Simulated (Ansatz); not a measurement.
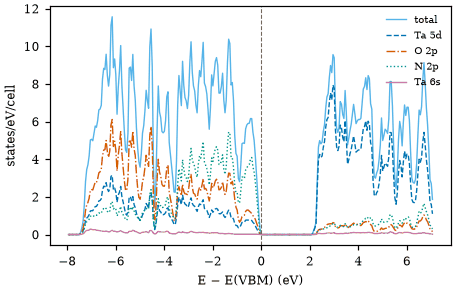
*Total and projected density of states of TaNO in space group P2_1 (No. 4; Pearson symbol mP12), plane-wave PAW r²SCAN (Ansatz code)*

Problem. Which orbitals carry the states next to the gap?

Solution. Top 1 eV of the valence band: N 2p 63 %, O 2p 21 %, Ta 5d 12 %. Bottom 1 eV of the conduction band: Ta 5d 84 %, O 2p 6 %, N 2p 6 %. Projections are on Löwdin-orthogonalised atomic valence shells; empty p or d shells of many metals are not among them.

Problem. Where is the tallest occupied peak in this window, and what makes it?

Solution. Near -6.2 eV, about 12 states/eV per cell; the largest projected share is O 2p.

The start of the workflow was typed in or built on a structure type; neither database checked (COD, Materials Project) lists it. COD files the formula under space group No. 12, 14, 191, so this cell is another polymorph or a model. Its standing as an ambient phase is unchecked. The r²SCAN relaxation kept the symmetry of its start; its stability against distortions is not shown here. The run is not spin-polarised. Scalar-relativistic: spin–orbit coupling is off unless named, which matters more the heavier the elements.

Potentials: the earlier of the program's two PAW sets.
